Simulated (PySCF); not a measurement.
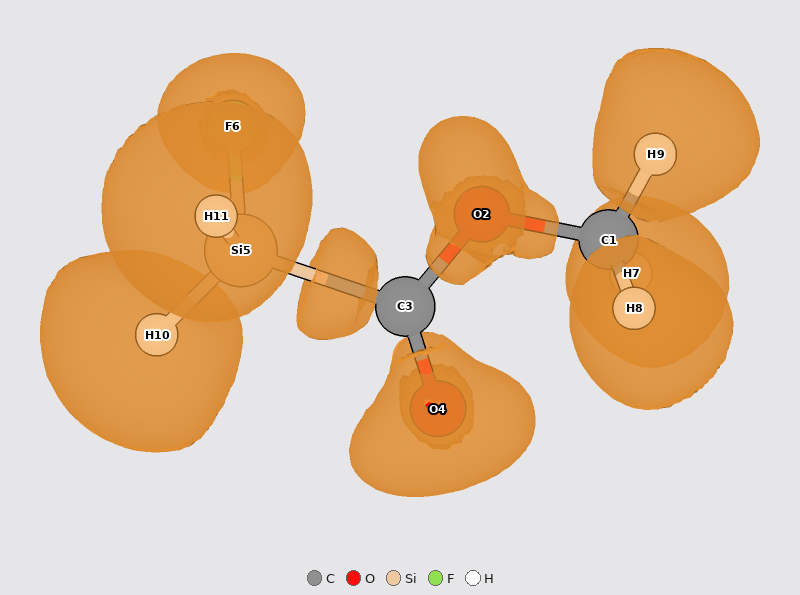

Figure. C2H5FO2Si (SMILES COC(=O)[SiH2]F). Isosurface of the electron localisation function at 0.75 (orange), seen at a tilt. Only the valence region is drawn (cores and ρ < 0.01 e/Å³ removed).

Geometry: GFN2-xTB.

Theory: PBE0/pcSseg-1, SCF density, gas phase, non-relativistic in PySCF.

```tsv
atom	x (Å)	y (Å)	z (Å)
C	-1.9922	0.1544	0.1345
O	-0.6024	0.4632	0.1489
C	0.2452	-0.5091	-0.1960
O	-0.1091	-1.6139	-0.5261
Si	2.0460	0.1443	-0.1059
F	2.1689	0.9137	1.3003
H	-2.2006	-0.6663	0.8236
H	-2.2996	-0.1435	-0.8702
H	-2.5110	1.0576	0.4442
H	2.9915	-0.9545	-0.0548
H	2.2686	1.1567	-1.1244
```

> Describe the localisation domains.

The ELF exceeds this value in one region between bonded C–Si atoms (shared pairs), five regions around hydrogen nuclei, two regions on O in which the atom's valence shell and bonds are merged and one region wrapped around F (its lone pairs, merged into a ring or cap).

Values along the shortest contacts:
C–O (1.21 Å): the ELF peaks at about 0.85 between the atoms; a short, multiple covalent bond. Si–F (1.61 Å): the ELF peaks at about 0.85 in the valence shell of F, 0.6 Å from its nucleus, and is about 0.50 at the midpoint.
